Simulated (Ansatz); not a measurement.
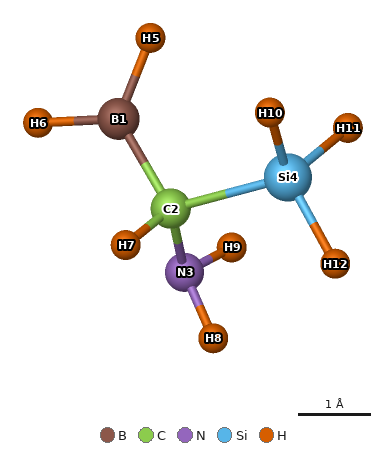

CH8BNSi, before the relaxation. A ball-and-stick model, seen at a tilt.

The run prepares an end point of a later path (torsion) calculation, from a guessed geometry.

Method: RKS B3LYP/def2-SVP in Ansatz 0.2.0.

Input
```yaml
crystal:
  periodic: [false, false, false]
  atoms:
    - { symbol: B, position_ang: [-0.9641, 1.2831, -0.2032] }
    - { symbol: C, position_ang: [0.1285, 0.3947, 0.3881] }
    - { symbol: "N", position_ang: [-0.4224, -0.354, 1.5141] }
    - { symbol: Si, position_ang: [0.8873, -0.7437, -0.9386] }
    - { symbol: H, position_ang: [-1.3618, 1.2154, -1.3568] }
    - { symbol: H, position_ang: [-1.5257, 2.1574, 0.4696] }
    - { symbol: H, position_ang: [0.9852, 1.0569, 0.738] }
    - { symbol: H, position_ang: [0.4399, -0.8597, 1.9653] }
    - { symbol: H, position_ang: [-1.0772, -1.0494, 1.2343] }
    - { symbol: H, position_ang: [1.3552, 0.0417, -2.0248] }
    - { symbol: H, position_ang: [-0.2724, -1.6261, -1.4095] }
    - { symbol: H, position_ang: [1.9046, -1.5715, -0.3424] }
basis:
  gaussian: { orbitals: def2-SVP }
hamiltonian:
  xc: b3lyp
relax:
  f_tol: 0.015
  max_steps: 40
```

Run as
```bash
ansatz run input.yaml --threads 2 --pin off --max-ram 3072MiB --backend cpu --events-out ev --progress --plain --runs-dir out
```

> What does the optimiser find from here?

H6 moves most after the best rigid fit: 1.52 Å. By element the largest moves are H 1.52 Å, N 0.32 Å, Si 0.19 Å, C 0.15 Å, B 0.09 Å. Some distances before and after: N3–H8 1.097 → 1.019 Å, Si4–H10 1.420 → 1.492 Å, C2–Si4 1.906 → 1.970 Å, Si4–H12 1.441 → 1.494 Å. Among the angles between lasting bonds that change: B1–C2–Si4 111.3° → 96.5°, B1–C2–N3 109.1° → 120.3°, C2–N3–H8 104.9° → 114.3°. Groups turn about B1–C2 by about 85°, C2–N3 by about 25°. Over 17 accepted moves (18 points after the start) the energy falls by 18.1 kcal/mol. Largest force component: 3.1 eV/Å at the start, 0.012 eV/Å at the end. The line search rejected the trial step at point 16 of the run.

Step by step:

```json
{"step": "0", "E − E(0), kcal/mol": "0.00", "largest force component, eV/Å": "3.1375", "note": ""}
{"step": "1", "E − E(0), kcal/mol": "-8.59", "largest force component, eV/Å": "0.9944", "note": ""}
{"step": "2", "E − E(0), kcal/mol": "-9.63", "largest force component, eV/Å": "0.5584", "note": ""}
{"step": "3", "E − E(0), kcal/mol": "-12.05", "largest force component, eV/Å": "0.3609", "note": ""}
{"step": "4", "E − E(0), kcal/mol": "-13.19", "largest force component, eV/Å": "0.5789", "note": ""}
{"step": "5", "E − E(0), kcal/mol": "-14.76", "largest force component, eV/Å": "0.2589", "note": ""}
{"step": "6", "E − E(0), kcal/mol": "-15.64", "largest force component, eV/Å": "0.2444", "note": ""}
{"step": "7", "E − E(0), kcal/mol": "-16.34", "largest force component, eV/Å": "0.2316", "note": ""}
{"step": "8", "E − E(0), kcal/mol": "-16.55", "largest force component, eV/Å": "0.5479", "note": ""}
{"step": "9", "E − E(0), kcal/mol": "-17.22", "largest force component, eV/Å": "0.4841", "note": ""}
{"step": "10", "E − E(0), kcal/mol": "-17.74", "largest force component, eV/Å": "0.2621", "note": ""}
{"step": "11", "E − E(0), kcal/mol": "-17.96", "largest force component, eV/Å": "0.2092", "note": ""}
{"step": "12", "E − E(0), kcal/mol": "-17.98", "largest force component, eV/Å": "0.1408", "note": ""}
{"step": "13", "E − E(0), kcal/mol": "-18.03", "largest force component, eV/Å": "0.1265", "note": ""}
{"step": "14", "E − E(0), kcal/mol": "-18.04", "largest force component, eV/Å": "0.0626", "note": ""}
{"step": "15", "E − E(0), kcal/mol": "-18.05", "largest force component, eV/Å": "0.0293", "note": ""}
{"step": "16", "E − E(0), kcal/mol": "-18.05", "largest force component, eV/Å": "0.0347", "note": "rejected"}
{"step": "17", "E − E(0), kcal/mol": "-18.06", "largest force component, eV/Å": "0.0181", "note": ""}
{"step": "18", "E − E(0), kcal/mol": "-18.06", "largest force component, eV/Å": "0.0122", "note": ""}
```

The structure at the end:

```xyz
12

B    -0.9476    1.2176   -0.2602
C     0.1573    0.4913    0.5037
N    -0.1597   -0.2802    1.6882
Si    0.7069   -0.6937   -0.9704
H    -0.6573    2.0563   -1.0785
H    -2.1045    0.8842   -0.1344
H     1.0663    1.1048    0.6453
H     0.4924   -1.0385    1.8816
H    -1.1053   -0.6566    1.6665
H     1.3410   -0.0042   -2.1310
H    -0.4284   -1.5408   -1.4386
H     1.7160   -1.5953   -0.3382
```

After the run, drawn alike:

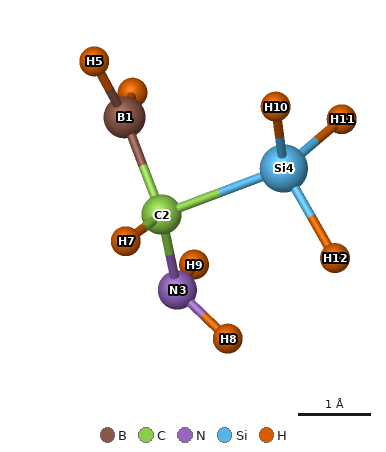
